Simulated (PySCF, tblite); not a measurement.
# 1,1,1,2,3-pentafluoropropane (C₃H₃F₅): dynamics, then NMR shifts on frames, part 2 of 2

tblite 0.8.0 and PySCF 2.14.0. Atoms count from 0. Earlier steps stand in the parts before.

### 4 NMR shieldings: 425 fs, PBE0/pcSseg-1

What the job is given:

```
{"job": {"kind": "nmr", "xc": "PBE0", "basis": "pcSseg-1", "pop": false}, "charge": 0, "multiplicity": 1}
F     -2.369800    -0.994700    -0.443200
C     -1.326300    -0.243700     0.065300
C     -0.205500    -1.196600     0.539400
F     -0.217500    -1.495400     1.888800
C      1.155300    -0.583400     0.128200
F      1.119000    -0.341500    -1.165900
F      1.277700     0.584300     0.757700
F      2.213400    -1.334200     0.425500
H     -0.868200     0.387400    -0.709500
H     -1.757200     0.459600     0.840000
H     -0.298100    -2.219300     0.038500
```

Method: GIAO PBE0/pcSseg-1 NMR shielding, non-relativistic, gas phase.

What it wrote:

```text
coarse grid: 10552 points
cycle   1  E = -614.4109390084  dE =  1.163e+00  |g| = 1.053e+00  |ddm| = 2.752e+00
cycle   2  E = -614.1749074990  dE =  2.360e-01  |g| = 1.659e+00  |ddm| = 1.436e+00
cycle   3  E = -614.5909714483  dE = -4.161e-01  |g| = 7.047e-02  |ddm| = 9.257e-01
cycle   4  E = -614.5913821240  dE = -4.107e-04  |g| = 5.267e-02  |ddm| = 6.373e-02
cycle   5  E = -614.5918218469  dE = -4.397e-04  |g| = 8.665e-03  |ddm| = 3.203e-02
cycle   6  E = -614.5918314014  dE = -9.555e-06  |g| = 2.135e-03  |ddm| = 5.211e-03
final grid: 107760 points
cycle   7  E = -614.6715302243  dE = -5.024e-05  |g| = 7.512e-03  |ddm| = 2.087e-02
cycle   8  E = -614.6715193506  dE =  1.087e-05  |g| = 1.146e-02  |ddm| = 1.117e-02
cycle   9  E = -614.6715403551  dE = -2.100e-05  |g| = 5.957e-04  |ddm| = 6.219e-03
cycle  10  E = -614.6715404151  dE = -6.003e-08  |g| = 2.223e-04  |ddm| = 5.476e-04
cycle  11  E = -614.6715404230  dE = -7.889e-09  |g| = 7.025e-05  |ddm| = 1.371e-04
cycle  12  E = -614.6715404237  dE = -6.585e-10  |g| = 1.613e-05  |ddm| = 4.194e-05
converged SCF energy = -614.6715404237

GIAO shielding tensors (ppm)
atom      isotropic    diamagn.    paramagn.     s11        s22        s33       span
  0 F      408.361     468.807     -60.446    356.686    401.657    466.741    110.054
  1 C       96.163     246.040    -149.876     69.833     74.689    143.968     74.136
  2 C       83.109     243.784    -160.676     62.711     78.294    108.320     45.609
  3 F      396.007     469.310     -73.303    365.146    392.378    430.496     65.350
  4 C       57.573     242.091    -184.518     52.292     54.797     65.630     13.338
  5 F      267.214     474.665    -207.452    198.764    276.914    325.963    127.199
  6 F      271.356     475.584    -204.228    190.111    277.259    346.697    156.586
  7 F      271.118     469.118    -198.000    190.331    274.764    348.259    157.928
  8 H       26.336      29.646      -3.310     22.259     26.223     30.525      8.266
  9 H       25.572      27.213      -1.641     21.895     26.356     28.465      6.570
 10 H       25.443      26.990      -1.546     23.621     25.265     27.444      3.823
```

It took 26 s on 1 thread, shared host.

Key values: δ C4 129.4, C2 103.8, C1 90.8, F5 -96.3, H10 6.27, H9 6.14 ppm.

### 5 NMR shieldings: 625 fs, PBE0/pcSseg-1

What the job is given:

```
{"job": {"kind": "nmr", "xc": "PBE0", "basis": "pcSseg-1", "pop": false}, "charge": 0, "multiplicity": 1}
F     -2.337400    -1.009200    -0.221200
C     -1.161900    -0.320500     0.096100
C     -0.006500    -1.300400     0.347100
F      0.025800    -1.791600     1.603700
C      1.352100    -0.589000     0.199100
F      1.747200    -0.265200    -1.060300
F      1.378100     0.562900     0.871400
F      2.331700    -1.350700     0.743200
H     -0.894900     0.342400    -0.731100
H     -1.411600     0.175000     1.026400
H     -0.192800    -2.116400    -0.409700
```

Method: GIAO PBE0/pcSseg-1 NMR shielding, non-relativistic, gas phase.

What it wrote:

```text
coarse grid: 10552 points
cycle   1  E = -614.4009086172  dE =  1.141e+00  |g| = 1.076e+00  |ddm| = 2.749e+00
cycle   2  E = -614.1293246314  dE =  2.716e-01  |g| = 1.743e+00  |ddm| = 1.513e+00
cycle   3  E = -614.5922498159  dE = -4.629e-01  |g| = 5.431e-02  |ddm| = 9.790e-01
cycle   4  E = -614.5925111981  dE = -2.614e-04  |g| = 4.008e-02  |ddm| = 4.977e-02
cycle   5  E = -614.5927742184  dE = -2.630e-04  |g| = 1.019e-02  |ddm| = 2.643e-02
cycle   6  E = -614.5927882349  dE = -1.402e-05  |g| = 2.125e-03  |ddm| = 5.478e-03
cycle   7  E = -614.5927889826  dE = -7.477e-07  |g| = 3.945e-04  |ddm| = 1.702e-03
final grid: 107760 points
cycle   8  E = -614.6730478440  dE = -5.282e-05  |g| = 8.019e-03  |ddm| = 2.256e-02
cycle   9  E = -614.6730366102  dE =  1.123e-05  |g| = 1.186e-02  |ddm| = 1.178e-02
cycle  10  E = -614.6730603390  dE = -2.373e-05  |g| = 8.680e-04  |ddm| = 6.431e-03
cycle  11  E = -614.6730604682  dE = -1.292e-07  |g| = 2.608e-04  |ddm| = 8.467e-04
cycle  12  E = -614.6730604782  dE = -1.006e-08  |g| = 6.746e-05  |ddm| = 1.779e-04
cycle  13  E = -614.6730604788  dE = -5.664e-10  |g| = 2.189e-05  |ddm| = 4.739e-05
converged SCF energy = -614.6730604788

GIAO shielding tensors (ppm)
atom      isotropic    diamagn.    paramagn.     s11        s22        s33       span
  0 F      412.312     469.081     -56.769    369.158    413.131    454.648     85.491
  1 C       96.271     245.246    -148.975     62.949     82.262    143.601     80.652
  2 C       91.032     246.055    -155.023     69.781     87.984    115.331     45.551
  3 F      398.594     468.743     -70.149    367.536    404.046    424.200     56.664
  4 C       51.525     239.943    -188.418     46.240     52.062     56.273     10.033
  5 F      252.285     474.014    -221.729    163.030    245.815    348.009    184.979
  6 F      262.064     475.569    -213.505    185.092    261.857    339.243    154.151
  7 F      246.913     469.258    -222.345    157.306    241.842    341.591    184.285
  8 H       26.706      29.492      -2.786     21.898     28.037     30.184      8.286
  9 H       26.413      28.831      -2.418     21.781     27.462     29.997      8.216
 10 H       25.774      26.968      -1.194     24.256     24.843     28.224      3.969
```

It took 21 s on 1 thread, shared host.

In short: δ C4 135.4, C2 95.9, C1 90.7, F7 -76.0, H10 5.94, H9 5.30 ppm.

### 6 Shielding tensors: 800 fs, PBE0/pcSseg-1

What the job is given:

```
{"job": {"kind": "nmr", "xc": "PBE0", "basis": "pcSseg-1", "pop": false}, "charge": 0, "multiplicity": 1}
F     -2.448500    -0.901900    -0.315600
C     -1.399900    -0.073500     0.001500
C     -0.130700    -0.974300     0.049600
F     -0.124400    -1.709700     1.197900
C      1.176200    -0.215800     0.078500
F      1.474700     0.269500    -1.120500
F      1.156800     0.778000     0.977500
F      2.199000    -1.060000     0.382300
H     -1.301600     0.725300    -0.705700
H     -1.641800     0.324500     1.000400
H     -0.077700    -1.672900    -0.802300
```

With the program's defaults for keys left out, this is: GIAO PBE0/pcSseg-1 NMR shielding, non-relativistic, gas phase.

What it wrote:

```text
coarse grid: 10552 points
cycle   1  E = -614.4149476406  dE =  1.189e+00  |g| = 1.057e+00  |ddm| = 2.767e+00
cycle   2  E = -614.1727672835  dE =  2.422e-01  |g| = 1.675e+00  |ddm| = 1.450e+00
cycle   3  E = -614.5972077596  dE = -4.244e-01  |g| = 5.901e-02  |ddm| = 9.317e-01
cycle   4  E = -614.5974979536  dE = -2.902e-04  |g| = 4.406e-02  |ddm| = 5.300e-02
cycle   5  E = -614.5978011967  dE = -3.032e-04  |g| = 9.555e-03  |ddm| = 2.762e-02
cycle   6  E = -614.5978131399  dE = -1.194e-05  |g| = 2.126e-03  |ddm| = 5.494e-03
cycle   7  E = -614.5978139329  dE = -7.930e-07  |g| = 3.769e-04  |ddm| = 1.636e-03
final grid: 107760 points
cycle   8  E = -614.6777606167  dE = -5.104e-05  |g| = 8.168e-03  |ddm| = 2.150e-02
cycle   9  E = -614.6777494638  dE =  1.115e-05  |g| = 1.196e-02  |ddm| = 1.152e-02
cycle  10  E = -614.6777733883  dE = -2.392e-05  |g| = 8.440e-04  |ddm| = 6.383e-03
cycle  11  E = -614.6777735131  dE = -1.248e-07  |g| = 2.515e-04  |ddm| = 8.259e-04
cycle  12  E = -614.6777735225  dE = -9.391e-09  |g| = 7.374e-05  |ddm| = 1.698e-04
cycle  13  E = -614.6777735232  dE = -6.899e-10  |g| = 2.087e-05  |ddm| = 4.853e-05
converged SCF energy = -614.6777735232

GIAO shielding tensors (ppm)
atom      isotropic    diamagn.    paramagn.     s11        s22        s33       span
  0 F      430.136     468.344     -38.208    391.522    428.326    470.559     79.038
  1 C       99.369     243.119    -143.750     71.873     80.941    145.292     73.419
  2 C       91.547     244.630    -153.083     73.948     86.866    113.828     39.880
  3 F      401.346     470.338     -68.992    359.353    414.071    430.613     71.261
  4 C       54.403     241.542    -187.139     49.744     51.198     62.267     12.523
  5 F      267.367     473.513    -206.145    187.686    277.724    336.693    149.007
  6 F      271.086     474.603    -203.517    189.605    275.584    348.068    158.463
  7 F      249.386     470.770    -221.384    157.327    239.232    351.600    194.273
  8 H       27.119      29.125      -2.006     23.087     28.635     29.634      6.547
  9 H       26.204      27.762      -1.557     21.974     26.921     29.718      7.744
 10 H       26.523      28.217      -1.694     24.615     25.804     29.151      4.536
```

Wall time 22 s (1 thread, shared host).

This run: δ C4 132.5, C2 95.4, C1 87.6, F7 -78.4, H9 5.51, H10 5.19 ppm.

### 7 Shielding tensors: 1000 fs, PBE0/pcSseg-1

What the job is given:

```
{"job": {"kind": "nmr", "xc": "PBE0", "basis": "pcSseg-1", "pop": false}, "charge": 0, "multiplicity": 1}
F     -2.389500    -0.828600    -0.850500
C     -1.420300    -0.126600    -0.203300
C     -0.214300    -1.015100     0.141000
F     -0.333700    -1.480700     1.421400
C      1.033100    -0.108200     0.066800
F      1.453200     0.065100    -1.178200
F      0.790700     1.136600     0.520700
F      2.060400    -0.598600     0.749300
H     -1.208700     0.678600    -0.966300
H     -1.876400     0.302900     0.679500
H     -0.131400    -1.857200    -0.559400
```

Level: GIAO PBE0/pcSseg-1 NMR shielding, non-relativistic, gas phase.

What it wrote:

```text
coarse grid: 10552 points
cycle   1  E = -614.4111899273  dE =  1.224e+00  |g| = 1.062e+00  |ddm| = 2.763e+00
cycle   2  E = -614.1720982416  dE =  2.391e-01  |g| = 1.673e+00  |ddm| = 1.477e+00
cycle   3  E = -614.5939943183  dE = -4.219e-01  |g| = 5.931e-02  |ddm| = 9.509e-01
cycle   4  E = -614.5943027774  dE = -3.085e-04  |g| = 4.362e-02  |ddm| = 5.489e-02
cycle   5  E = -614.5946059212  dE = -3.031e-04  |g| = 9.250e-03  |ddm| = 2.789e-02
cycle   6  E = -614.5946172063  dE = -1.129e-05  |g| = 2.055e-03  |ddm| = 5.536e-03
cycle   7  E = -614.5946179275  dE = -7.211e-07  |g| = 3.728e-04  |ddm| = 1.661e-03
final grid: 107760 points
cycle   8  E = -614.6741953403  dE = -5.021e-05  |g| = 7.529e-03  |ddm| = 2.362e-02
cycle   9  E = -614.6741855821  dE =  9.758e-06  |g| = 1.109e-02  |ddm| = 1.110e-02
cycle  10  E = -614.6742062503  dE = -2.067e-05  |g| = 7.316e-04  |ddm| = 6.101e-03
cycle  11  E = -614.6742063430  dE = -9.274e-08  |g| = 2.367e-04  |ddm| = 7.313e-04
cycle  12  E = -614.6742063516  dE = -8.595e-09  |g| = 6.601e-05  |ddm| = 1.707e-04
cycle  13  E = -614.6742063522  dE = -5.584e-10  |g| = 2.012e-05  |ddm| = 4.680e-05
converged SCF energy = -614.6742063522

GIAO shielding tensors (ppm)
atom      isotropic    diamagn.    paramagn.     s11        s22        s33       span
  0 F      421.274     468.201     -46.927    381.246    403.449    479.126     97.880
  1 C       96.483     243.007    -146.524     68.586     81.444    139.419     70.832
  2 C       90.272     245.257    -154.985     70.529     83.825    116.464     45.935
  3 F      397.168     470.030     -72.862    358.313    409.966    423.225     64.912
  4 C       56.060     239.716    -183.656     51.463     54.365     62.353     10.890
  5 F      262.647     473.223    -210.576    186.009    262.826    339.106    153.097
  6 F      262.273     475.328    -213.055    180.309    253.608    352.902    172.593
  7 F      263.989     470.224    -206.235    181.881    271.266    338.819    156.938
  8 H       25.527      27.965      -2.439     20.346     26.405     29.829      9.483
  9 H       26.486      28.268      -1.781     22.557     27.755     29.147      6.589
 10 H       26.414      27.832      -1.417     24.492     26.033     28.718      4.225
```

Run time: 22 s. Hardware: 1 thread, shared host.

Key values: δ C4 130.9, C2 96.7, C1 90.4, F6 -91.3, H8 6.19, H10 5.30 ppm.

### 8 Comparing the runs: NMR shifts

Shifts (ppm) of some atoms, chosen among heavy atoms and hydrogens apart, with basis size and wall time:

| frame | H8 | H9 | F5 | F7 | F6 | F3 | F0 | functions | time |
| --- | --- | --- | --- | --- | --- | --- | --- | --- | --- |
| 250 fs | 4.87 | 4.39 | -78.7 | -88.8 | -110.0 | -206.5 | -242.4 | 151 | 36 s |
| 425 fs | 5.38 | 6.14 | -96.3 | -100.2 | -100.4 | -225.1 | -237.4 | 151 | 26 s |
| 625 fs | 5.01 | 5.30 | -81.3 | -76.0 | -91.1 | -227.6 | -241.4 | 151 | 21 s |
| 800 fs | 4.60 | 5.51 | -96.4 | -78.4 | -100.1 | -230.4 | -259.2 | 151 | 22 s |
| 1000 fs | 6.19 | 5.23 | -91.7 | -93.0 | -91.3 | -226.2 | -250.3 | 151 | 22 s |

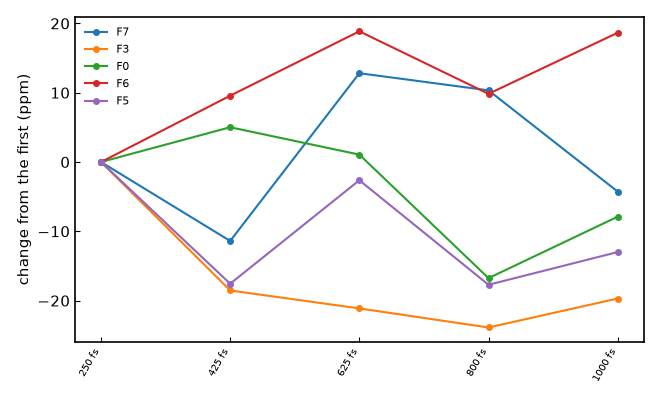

How five of the tabulated atoms move from run to run.

### 9 Outcome

The summary covers parts 1 to 2.

```
                                        quantity                                     value
                                      thermostat                                     200 K
                   mean temperature, second half                                     177 K
         mean potential energy above the minimum                                   0.19 eV
  ¹³C shifts against TMS (PBE0/pcSseg-1, 250 fs)                    130.1, 107.2, 83.0 ppm
   ¹H shifts against TMS (PBE0/pcSseg-1, 250 fs)                      6.49, 4.87, 4.39 ppm
¹⁹F shifts against CFCl3 (PBE0/pcSseg-1, 250 fs)  -78.7, -88.8, -110.0, -206.5, -242.4 ppm
           surface potential, 1st and 99th percentile                        -0.71 V and 1.54 V
                        range of the shift of F7                       -100.2 to -76.0 ppm
```

In the second half the potential energy averages 0.19 eV above the minimum; equipartition over 27 harmonic modes at 200 K would give 0.23 eV. With 11 atoms the temperature swings widely (101 to 285 K). Shifts at one fixed geometry are not the observed spectrum, which averages over the motion. In the first frame run (250 fs): The widest tensor belongs to F5: span 201 ppm, with a paramagnetic part of -225 ppm. In ppm, F7 moves most: its shift spreads over 24.2 ppm, from -100.2 (425 fs) to -76.0 (625 fs).
